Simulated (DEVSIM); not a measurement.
Device: Si p-n junction from an implanted or diffused profile, at 300 K.

```csv
layer (left to right),material,thickness (μm),Nd (cm⁻³),τn (s),τp (s)
1,Si,11.0,2.2e15,0.00066,0.00066
```

Added acceptor profile: 6.1e18 cm⁻³ × exp(−(x − 0 μm)²/(2·(0.21 μm)²)). Left contact: ohmic. Right contact: ohmic. Voltage is applied to the left contact. Recombination: SRH at mid-gap, Auger. Mobility is constant in doping.

Constants are typed, rounded textbook-type inputs, not results; the design itself was drawn at random and stands for no fabricated device. Values at 300 K.

| parameter | Si |
|---|---|
| gap (eV) | 1.124 |
| affinity (eV) | 4.05 |
| permittivity | 11.7 |
| Nc (cm⁻³) | 2.86e19 |
| Nv (cm⁻³) | 3.1e19 |
| μn (cm²/Vs) | 1417 |
| μp (cm²/Vs) | 470 |
| Cn (cm⁶/s) | 2.8e-31 |
| Cp (cm⁶/s) | 9.9e-32 |

DEVSIM, 1D drift-diffusion, Boltzmann statistics, complete ionisation; no tunnelling, impact ionisation, image-force lowering or self-heating.

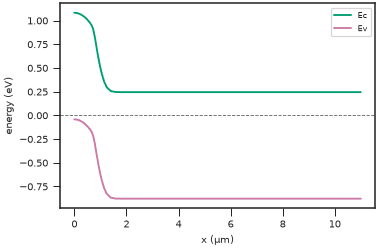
Figure. Band edges at zero bias

Energies count from the Fermi level of the right contact; mesh points crowd at the junctions.

| x (μm) | Ec (eV) | Ev (eV) | n (cm⁻³) | p (cm⁻³) | field (V/cm) |
|---|---|---|---|---|---|
| 0.000 | 1.082 | -0.042 | < 1e2 | 6.1e18 | -10 |
| 0.01925 | 1.082 | -0.042 | < 1e2 | 6.1e18 | -110 |
| 0.04744 | 1.081 | -0.043 | < 1e2 | 5.9e18 | -280 |
| 0.08873 | 1.080 | -0.044 | < 1e2 | 5.6e18 | -520 |
| 0.1785 | 1.073 | -0.051 | < 1e2 | 4.2e18 | -1000 |
| 0.2807 | 1.059 | -0.065 | < 1e2 | 2.5e18 | -1600 |
| 0.4074 | 1.033 | -0.091 | 130 | 9.3e17 | -2400 |
| 0.5922 | 0.979 | -0.145 | 1000 | 1.1e17 | -3600 |
| 0.7224 | 0.907 | -0.217 | 16000 | 7.1e15 | -9900 |
| 0.8568 | 0.710 | -0.414 | 3.3e7 | 3.5e12 | -16000 |
| 0.9913 | 0.512 | -0.612 | 7.2e10 | 1.6e9 | -13000 |
| 1.396 | 0.256 | -0.868 | 1.4e15 | 82000 | -1200 |
| 2.109 | 0.245 | -0.879 | 2.2e15 | 53000 | ≈ 0 |
| 3.636 | 0.245 | -0.879 | 2.2e15 | 53000 | ≈ 0 |
| 7.345 | 0.245 | -0.879 | 2.2e15 | 53000 | ≈ 0 |
| 9.104 | 0.245 | -0.879 | 2.2e15 | 53000 | ≈ 0 |
| 10.06 | 0.245 | -0.879 | 2.2e15 | 53000 | ≈ 0 |
| 10.52 | 0.245 | -0.879 | 2.2e15 | 53000 | ≈ 0 |
| 10.81 | 0.245 | -0.879 | 2.2e15 | 53000 | ≈ 0 |
| 10.91 | 0.245 | -0.879 | 2.2e15 | 53000 | ≈ 0 |
| 10.97 | 0.245 | -0.879 | 2.2e15 | 53000 | ≈ 0 |
| 11.00 | 0.245 | -0.879 | 2.2e15 | 53000 | ≈ 0 |
